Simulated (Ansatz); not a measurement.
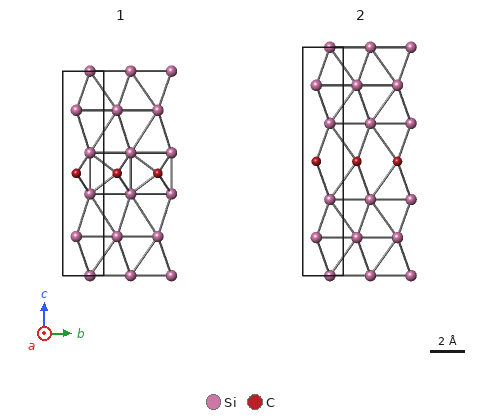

Two geometries of solid Si$_{5}$C (a generated structure, set up in P-6m2) (coarse preliminary run), drawn at one scale. One is the start of a relaxation, the other its converged end. The picture is a ball-and-stick view of the cell of the calculation, repeated 1 × 3 × 1 with one cell outlined, seen along the a axis.

These are results of DFT PBE, scalar-relativistic, plane waves, PAW in Ansatz 0.2.0, not measurements. Settings: plane-wave cutoff 420 eV; k-point mesh 6 × 6 × 2; occupations gaussian; smearing width 0.1 eV; no spin polarisation; cell and atoms relaxed; force threshold 0.04 eV/Å; at most 70 steps.

### Which one is relaxed?

Structure 1 is the relaxed one. The largest moves relative to the cell, 0.80 Å, are those of Si atoms. C stays in place. The drawn cell changes as follows: a = b 2.761 → 2.772 Å (+0.4 %), c 13.451 → 12.046 Å (−10.4 %); the volume changes by −9.7 %. Some distances before and after: Si–Si 4.484 → 2.423 Å, C–Si 2.751 → 2.007 Å, Si–Si 2.751 → 2.974 Å, Si–Si 2.751 → 2.806 Å. The space group stays P-6m2 (No. 187). After 8 accepted moves (10 points after the start) the energy has fallen by 609 meV per atom. Largest force component: 1.4 eV/Å at the start, 0.017 eV/Å at the end. Pressure: −8.80 GPa at the start and −0.09 GPa at the end. The line search rejected the trial step at point 5 of the run. At 1 point the geometry stayed and the basis and grid were re-selected for the new cell (energy shift of 0.3 meV per atom at most each time). The run took 59 s on 1 thread of Intel(R) Xeon(R) Processor @ 2.50GHz (Skylake/Cascade Lake) (shared host), peak memory 0.35 GiB.

Limits of the set-up: the k-point mesh is coarse for a cell with partly filled bands.
